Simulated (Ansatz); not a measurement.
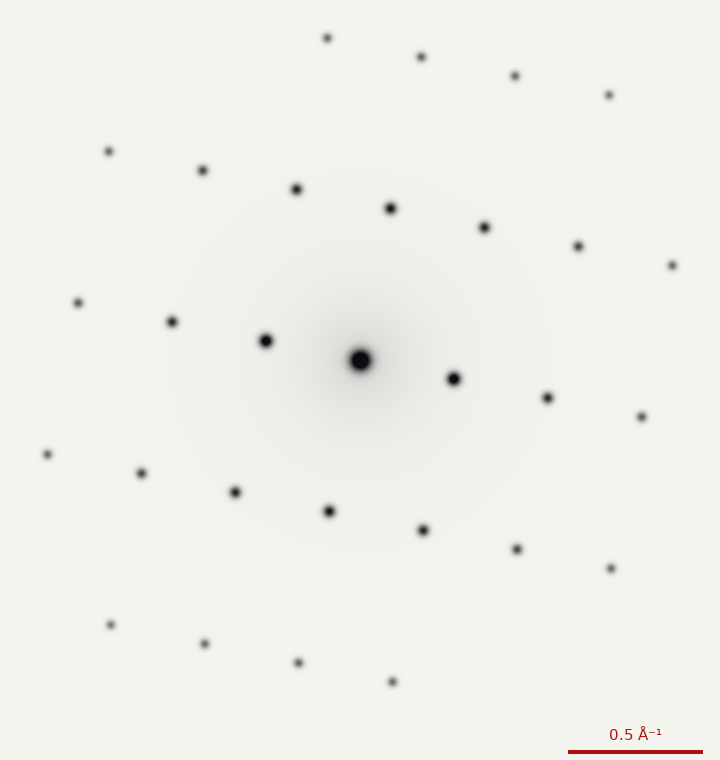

The pattern is a kinematic simulation for 200 kV electrons (no multiple scattering; isotropic B = 0.3 Å²).

### What net do the spots form, and what spacings does it show?

The spots form a rectangular net whose two shortest vectors correspond to d = 2.78 Å and 1.73 Å, 90.0° apart. Fainter spots between these are below the display threshold.

### What is the point symmetry of the pattern, intensities included?

2mm.

### Which crystal and zone produced it?

This cannot be fixed from one zone alone; the pattern is [210] of Lu, space group P6_3/mmc (No. 194), a = 3.452 Å, c = 11.131 Å (hexagonal axes). The net vectors are 0 0 4 and 1 -2 0. Structure: the end point of a relaxation at fixed volume with DFT PBE, spin-orbit coupling, plane waves, PAW in Ansatz; the starting structure was generated, so it need not be a known form of this composition.
